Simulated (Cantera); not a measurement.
Charge: 1 mol SiO₂, 1 mol Al₂O₃, 56 mol H₂, at 1 atm.

Equilibrium computed with Cantera from the NASA thermochemical tables; the gas is ideal and each condensed phase is pure. Candidate condensed phases: Al, Al₂O₃, Al₂SiO₅, Al₆Si₂O₁₃, H₂O, Si, SiO₂; 28 gas species. Mutual solubility and eutectic melting of coexisting phases are not modelled. The tables hold silica as quartz up to 1696 K and as liquid above; real silica turns to tridymite and cristobalite and melts near 1996 K. Condensed phases not in the tables: alloys, solid solutions and most ternary compounds. The numbers say what is thermodynamically allowed, not how fast it happens.

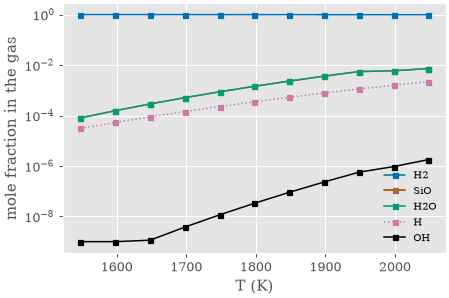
*Equilibrium gas composition (values under 1e-9 drawn at 1e-9)*

From 1548 K to 1648 K the condensed part is Al₆Si₂O₁₃(mullite) + SiO₂(β-quartz). From 1698 K to 1948 K the condensed part is Al₆Si₂O₁₃(mullite) + SiO₂(condensed). At 1998 K the condensed part is Al₆Si₂O₁₃(mullite). At 2048 K the condensed part is Al₂O₃(s) + Al₆Si₂O₁₃(mullite). The main Si-bearing gas is SiO throughout. The share of Si in condensed phases is highest at 1548 K (99.5 %) and lowest at 2048 K (58.8 %).
